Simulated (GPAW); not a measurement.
Consider BaTiO3 (Barioperovskite, Amm2).

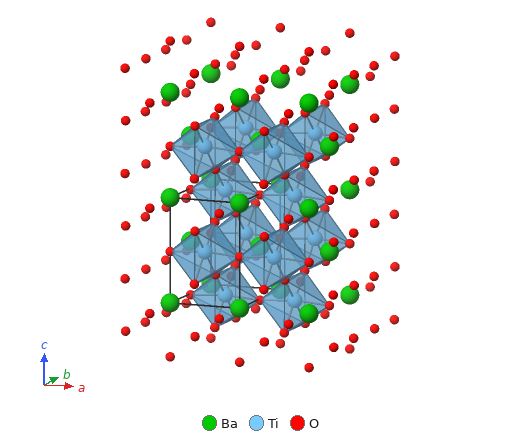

The structure (barium green, titanium blue, oxygen red). 2×1×2 conventional cells are drawn. Some periodic images of atoms are drawn too.

```cif
data_structure
_symmetry_space_group_name_H-M 'P 1'
_symmetry_Int_Tables_number 1
_cell_length_a 3.9855
_cell_length_b 4.0178
_cell_length_c 4.0178
_cell_angle_alpha 89.834
_cell_angle_beta 90.000
_cell_angle_gamma 90.000
_cell_volume 64.34
loop_
_atom_site_label
_atom_site_type_symbol
_atom_site_fract_x
_atom_site_fract_y
_atom_site_fract_z
_atom_site_occupancy
Ba1 Ba 0.00000 0.00000 0.00000 1
Ti2 Ti 0.50000 0.51240 0.51240 1
O3 O 0.50000 0.99184 0.50524 1
O4 O 0.50000 0.50524 0.99184 1
O5 O 0.00000 0.48740 0.48740 1
```

Absorber: atom 3, with 1 Ti at 1.93 Å and 1 Ti at 2.09 Å (linear, site symmetry m). Method: GPAW, LDA + U (Ti 4 eV), full core hole (charged cell), 10-atom cell with 5.7 Å between holes, 6×6×6 k points, dipole transitions, Gaussian full width 0.9 eV up to 4 eV, rising linearly to 3.5 eV at 25 eV.

What does the O K edge look like?

Main maxima up to 24 eV above the zero (height): 1.3 eV (1.30), 4.7 eV (1.75) and 11.5 eV (1.64). A K edge sees empty p states; the first features are O p mixed into the empty d states of the Ti neighbours, and the broad ones above probably into the cations' higher empty bands. The total-energy difference plus the lowest empty eigenvalue puts the zero at 533.76 eV. One term is added: -8.83 eV, since the hole is spin-paired here and a spin-polarised one costs that much less in the free atom (computed apart). The photon energy is then 524.93 eV. The functional and the charged cell's background leave an error in such absolute values: in the free atom LDA prices this hole 4.1 eV below PBE (computed apart), and PBE is itself good to a few eV.

The O K spectrum (energy from the lowest empty level; intensity scaled to a mean of 1 over the first 20 eV; polarised curves are means over the symmetry-equivalent atoms):

```csv
E (eV),isotropic,ε ∥ x,ε ∥ y,ε ∥ z
-2.0,0.00,0.00,0.00,0.00
-0.5,0.01,0.01,0.01,0.01
1.0,1.15,1.70,0.86,0.89
2.5,0.87,0.27,1.21,1.13
4.0,1.27,0.44,1.67,1.69
5.5,1.52,1.85,1.34,1.38
7.0,0.99,1.23,0.87,0.87
8.5,0.29,0.35,0.26,0.26
10.0,0.93,0.79,1.00,1.01
11.5,1.64,1.12,1.90,1.92
13.0,1.29,1.17,1.33,1.37
14.5,1.13,1.14,1.14,1.13
16.0,0.85,0.97,0.81,0.78
17.5,0.78,0.94,0.71,0.69
19.0,0.58,0.74,0.51,0.50
20.5,0.41,0.49,0.38,0.37
22.0,0.44,0.48,0.42,0.41
23.5,0.47,0.47,0.48,0.46
25.0,0.54,0.51,0.56,0.54
26.5,0.66,0.68,0.67,0.65
28.0,0.84,0.94,0.80,0.79
29.5,1.02,1.15,0.94,0.95
31.0,1.13,1.18,1.08,1.12
```

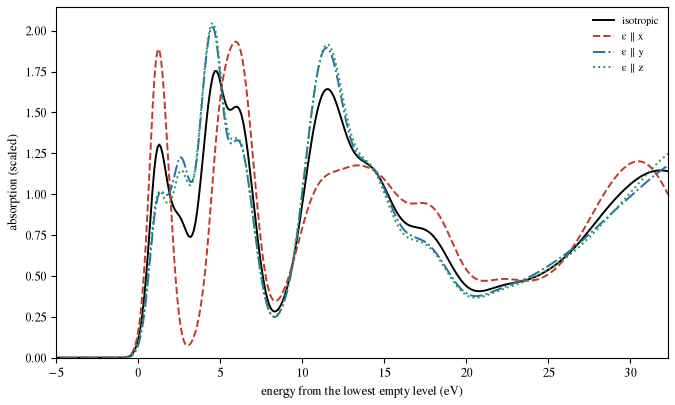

The O K edge.

The crystal has 2 inequivalent O sites and not all are shown here, while a measurement adds them all. The holes are only 5.7 Å apart, so the shape is probably not converged with cell size; no larger cell was run here. The mesh is coarse (0.26 Å⁻¹ between points), so small maxima may be mesh ripples. Lifetime broadening is put in by hand, and intensities beyond about 20 eV depend on it and on the partial waves; weight that the partial waves miss at high energy is lost. The structure is a published determination, not relaxed.

[Banner, clock and machine lines of the logs are left out without a mark of their own.]

[Logs are printed without paths, hosts, clocks, repeated set-up lines and the standing remarks that a program may print on its own settings, such as how far it seeks lower states.]

[Hosts, paths, dates, database ids (printed as entryN), source tags and the programs' standing remarks are cut or masked in the printed files.]

[Lists of maxima count a maximum above −3 eV only where it reaches 4 % of the highest in the window and stands out from its surroundings by 2 % of it (1.5 % where it reaches 55 %); shoulders and weaker maxima are passed over, and of the rest the first, up to two pre-edge ones and the few strongest are named.]
